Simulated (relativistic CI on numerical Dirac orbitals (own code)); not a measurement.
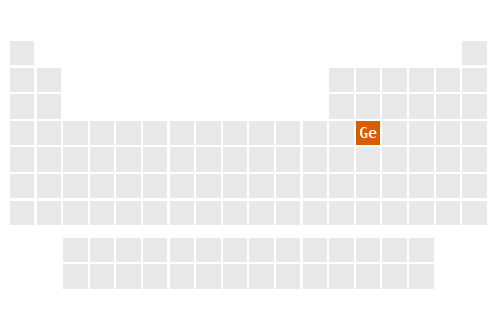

The place of germanium in the periodic table.

**Relativistic CI calculation, with input and output: Ge⁺**

System: Ge⁺.
Method: Dirac-Coulomb-Breit CI, KLI orbitals optimised for each configuration, model QED (radiative potential, 1s self-energy scaled to tabulated hydrogen-like ionisation energies), valence Slater integrals scaled by 1.2, numerical settings as typed (relativistic CI on numerical Dirac orbitals, in-house).

Input file:
```
atom Ge  Z=32  charge=1  electrons=31
nucleus A=74  rms_radius_fm=4.0742
hamiltonian dirac-coulomb  breit=on  qed=on  c_scale=1
orbitals kli  potential=per-configuration
slater_scale 1.2
correlation none
mixing on
grid step=0.0125 r_max=74.5
scf mixing=0.4 start=bare max_iterations=20 tolerance=2e-08 node_fill=0.05
configurations
  [Ar] 3d10 4s2 4p
  [Ar] 3d10 4s 4p2
  [Ar] 3d10 4s2 4d
end
```

Hardware: 1 CPU thread, shared host.

Launched within a batch (the task file carries these settings):
```bash
python <driver script> task.json out
```

The program writes its results to a structured record and prints no log; tables and figures of this report are taken from that record.

What the run reported:

```
quantity          value
 outcome  not converged
```

Diagnosis:

The run did not meet its convergence test, so its last values are not results. Limits: SCF of 1s2 2s2 2p6 3s2 3p6 3d10 4s2 4d did not converge.
